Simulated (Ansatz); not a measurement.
The figure comes from a scan of HfC (rock salt): the cell is scaled evenly about its relaxed volume V₀. Method: PBEsol (plane waves to 420 eV, PAW, scalar-relativistic; Ansatz, a program for electronic structure). k mesh 17×17×17 (Γ-centred), Fermi-Dirac smearing 0.05 eV. Energies are smeared free energies. HfC is run without spin polarisation. HfC was relaxed with its symmetry unable to fall. Spin-orbit coupling is left out, though Hf is heavy. The zero of ΔE is the relaxed starting cell.

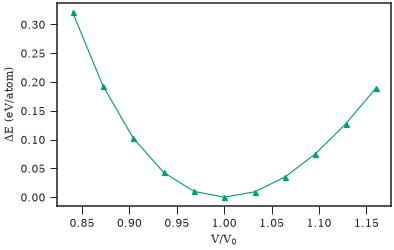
Figure. ΔE (eV/atom) against V/V₀; computed points joined by lines.

Task: List the plotted points as numbers.

Result: To the nearest 0.005:

```tsv
V/V₀	ΔE (eV/atom)
0.840	0.320
0.872	0.195
0.904	0.105
0.936	0.045
0.968	0.010
1.000	0.000
1.032	0.010
1.064	0.035
1.096	0.075
1.128	0.125
1.160	0.190
```

(Under strain, the slope of the energy per volume gives the stress and its curvature an elastic modulus.)
